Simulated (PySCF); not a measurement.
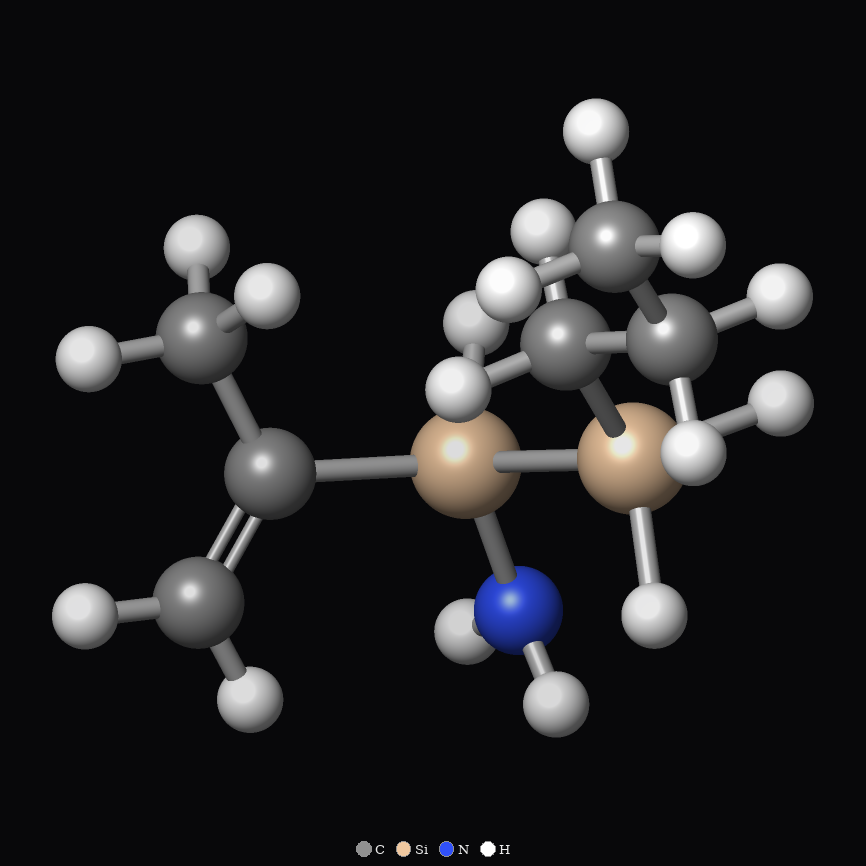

The computed structure is the end point of a PBE0-D3(BJ)/def2-SVP optimisation. No frequency run is at hand to confirm it as a minimum.

Give the structural formula.

SMILES: C=C(C)[Si@H](N)[SiH2]CCC

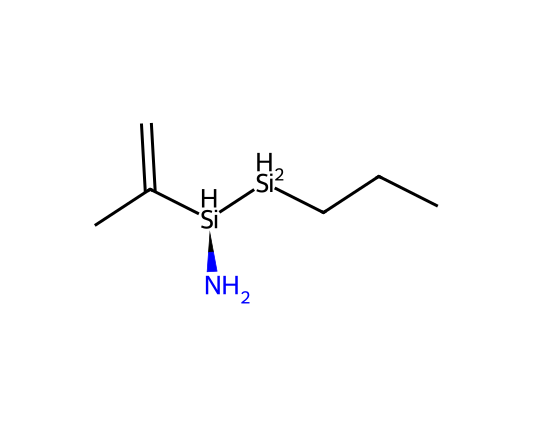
